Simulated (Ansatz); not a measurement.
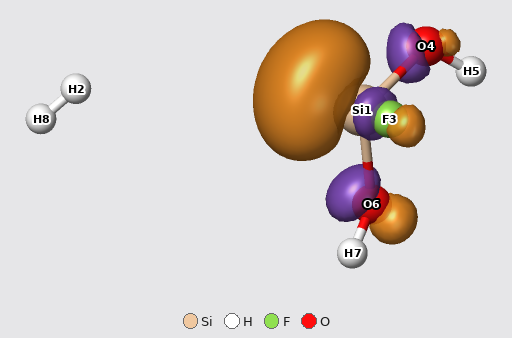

Figure 1: FH2O2Si···H2 (doublet). The HOMO (α) at ±0.2 Å⁻³ᐟ² (orange and purple are the two phases), seen at a tilt.

The calculation used UHF/6-31G* (Ansatz 0.2.0).

Input

```
crystal:
  periodic: [false, false, false]
  atoms:
    - { symbol: Si, position_ang: [-0.164955, 0.109369, -0.153415] }
    - { symbol: H, position_ang: [0.118283, -0.053588, 2.498705] }
    - { symbol: F, position_ang: [1.346004, -0.014398, -0.631343] }
    - { symbol: O, position_ang: [-0.830348, 1.359702, -0.960239] }
    - { symbol: H, position_ang: [-1.72199, 1.254174, -1.268732] }
    - { symbol: O, position_ang: [-0.998654, -1.240222, -0.564526] }
    - { symbol: H, position_ang: [-1.012141, -1.960683, 0.051159] }
    - { symbol: H, position_ang: [0.185601, -0.150754, 3.191191] }
magnetization:
  spin_polarized: true
  initial_magnetization: 1
basis:
  gaussian: { orbitals: "6-31G*" }
hamiltonian:
  xc: hf
relax:
  f_tol: 0.03
  max_steps: 50
output:
  orbitals: {}
```

Run with:

```sh
ansatz run input.yaml --threads 1 --pin off --max-ram 2048MiB --backend cpu --events-out ev --progress --plain --runs-dir out
```

The fields are those of the run's last geometry, not of the input's.

Question: What is the character of this orbital?

Answer: It lies mainly on Si1 (about 70 %), O6 (about 10 %), F3 (about 10 %) and O4 (about 5 %). Its energy is −9.92 eV.
